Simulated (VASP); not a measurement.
Band structure of Tl₃Br (space group I4/mmm). Calculation: PBEsol GGA, VASP's PBE PAW potentials (set 64) (plane waves; VASP).

Unless said otherwise, spin-orbit coupling is left out, though it shifts the bands of the heavy elements here.

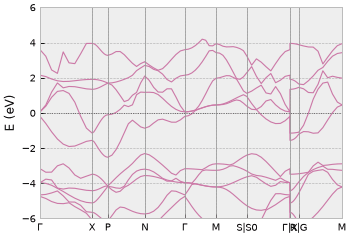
Fig. 1. Bands along high-symmetry lines, zero at the valence-band maximum or, without a gap, the Fermi level

Q: Read the plot: is there a gap, and where are the band edges?

A: It has no gap at this level: it comes out as a metal or semimetal. (Edges off the drawn lines would not show.)

The structure comes from a computed database's Tl3Br entry (I4/mmm); how it stands against other phases isn't given here. It was relaxed first, which changed the volume by -11 %.
